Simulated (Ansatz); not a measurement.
**Cl₂H₄In₂: density, localisation and related maps**

The calculation's input:

```
crystal:
  periodic: [false, false, false]
  atoms:
    - {symbol: Cl, position_ang: [-1.755432, 0.160730, -0.196404]}
    - {symbol: Cl, position_ang: [1.755193, -0.160974, 0.198353]}
    - {symbol: In, position_ang: [0.141711, 1.852203, 0.249184]}
    - {symbol: In, position_ang: [-0.141687, -1.852181, -0.249358]}
    - {symbol: H, position_ang: [0.381606, 2.624882, -1.253852]}
    - {symbol: H, position_ang: [-0.009967, 2.231515, 1.906530]}
    - {symbol: H, position_ang: [0.010076, -2.229433, -1.907172]}
    - {symbol: H, position_ang: [-0.381490, -2.626742, 1.252718]}
basis:
  gaussian: {orbitals: def2-TZVPD}
hamiltonian: {xc: {name: PBE0}}
output: {forces: true, orbitals: {seedname: orbitals}}
```

Launched as:

```sh
ansatz run input.yaml --threads 2 --pin off --max-ram 5220MiB --events-out events.jsonl --progress --plain --runs-dir runs
```

Geometry: PBE0-D4/def2-SVP; core potentials replace the inner electrons of In.

These are results of isolated molecule in a Gaussian basis; Kohn-Sham density functional theory, functional PBE0 (Ansatz 0.2.0), not measurements.

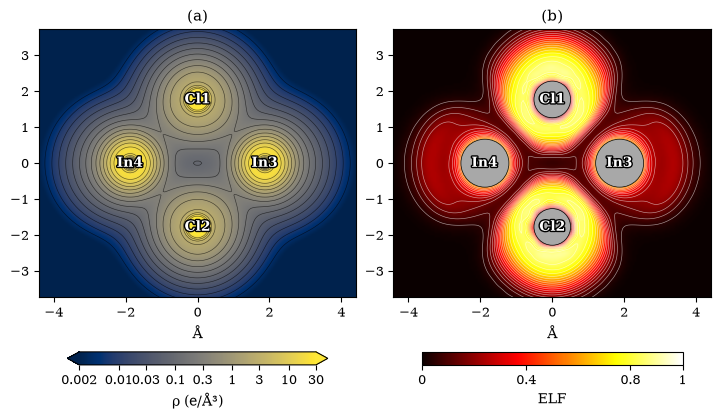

Figure 1. (a) electron density; (b) electron localisation function on the plane of atoms Cl1, In3 and Cl2. Grey discs cover the atomic cores in the ELF map.

Question: What does the map show?

Answer: Atoms in the plane: Cl and In.
In–Cl (2.58 Å): ρ is about 0.35 e/Å³ halfway; the ELF peaks at about 0.85 in the valence shell of Cl, 0.8 Å from its nucleus, and drops to about 0.10 between the two atoms.
The ELF also peaks beside Cl2 and Cl1, away from the bonds: lone-pair regions.

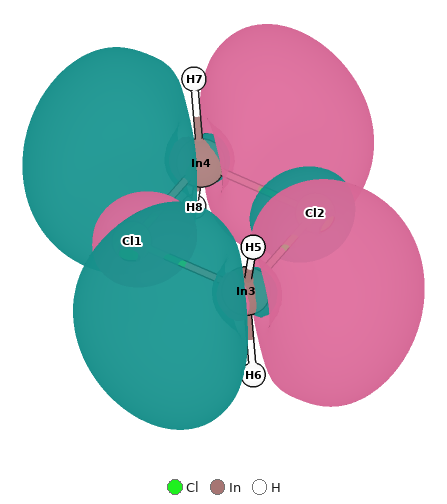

Figure 2. The LUMO at ±0.04 Å⁻³ᐟ² (teal and pink are the two phases), seen at an oblique angle.

Question: Where does this orbital lie, and at what energy?

Answer: By Hirshfeld shares it lies mainly on In4 (about 40 %), In3 (about 40 %), Cl2 (about 10 %) and Cl1 (about 10 %); it is ungerade (odd under inversion). Its energy is −1.31 eV.
